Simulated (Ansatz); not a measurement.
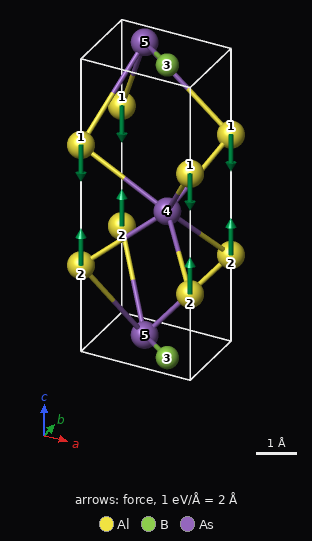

Starting geometry of a crystal of Al2BAs2 (a generated structure, set up in P-6m2) (coarse preliminary run) with the computed forces as green arrows. The picture is a ball-and-stick view of the cell of the calculation, seen slightly off an axis.

Theory: DFT PBE, scalar-relativistic, plane waves, PAW in Ansatz.

The input:
```yaml
crystal:
  lattice:
    - [3.89677597, 0.0, 0.0]
    - [-1.94838798, 3.37470698, 0.0]
    - [0.0, 0.0, 7.62004605]
  atoms:
    - { symbol: Al, position: [0.0, 0.0, 0.70553398] }
    - { symbol: Al, position: [0.0, 0.0, 0.29446602] }
    - { symbol: B, position: [0.66666667, 0.33333333, 0.0] }
    - { symbol: As, position: [0.66666667, 0.33333333, 0.5] }
    - { symbol: As, position: [0.33333333, 0.66666667, 0.0] }
basis:
  ecutwfc: 420
kpoints:
  mp_grid: { grid: [6, 6, 2] }
hamiltonian:
  xc: pbe
scf:
  occupations: { method: gaussian, width: 0.1 }
  lower_state_search: "off"
output:
  forces: true
  stress: true
  eigenvalues: true
relax:
  adjacent_minimum: "off"
  f_tol: 0.04
  max_steps: 70
  cell: { stress_tol: 0.4 }
```

Run as
```bash
ansatz run input.yaml --threads 1 --pin off --max-ram 2560MiB --backend cpu --events-out ev --progress --plain --runs-dir out
```

Question: What follows when this structure is relaxed?

Answer: It isn't relaxed: the largest force vector, on Al atoms, is 0.48 eV/Å. The atoms end up moving mostly along the starting forces (cosine between the two patterns 1.00). The largest moves relative to the cell, 0.088 Å, are those of Al1 and Al2. Al2 goes along +c. As and B stay in place. Cell: a = b 3.897 → 3.581 Å (−8.1 %), c 7.620 → 7.780 Å (+2.1 %). Volume −13.8 %. Some distances before and after: B3–As5 2.250 → 2.067 Å, Al1–As4 2.741 → 2.561 Å, Al1–As5 3.177 → 3.151 Å. Among the angles between lasting bonds that change: Al1–As4–Al2 69.7° → 72.3°. The space group stays P-6m2 (No. 187). Over 4 accepted moves (6 points after the start) the energy falls by 0.589 eV per cell of the calculation. Largest force component: 0.48 eV/Å at the start, 0.012 eV/Å at the end. Pressure: −8.35 GPa at the start and −0.01 GPa at the end. The line search rejected the trial step at point 3 of the run. The SCF was repeated once at an unchanged geometry on a basis and grid sized afresh for the cell, which shifted the energy by 2.0 meV per cell of the calculation at most.

Limits of the set-up: the k-point mesh is coarse for a cell with partly filled bands.
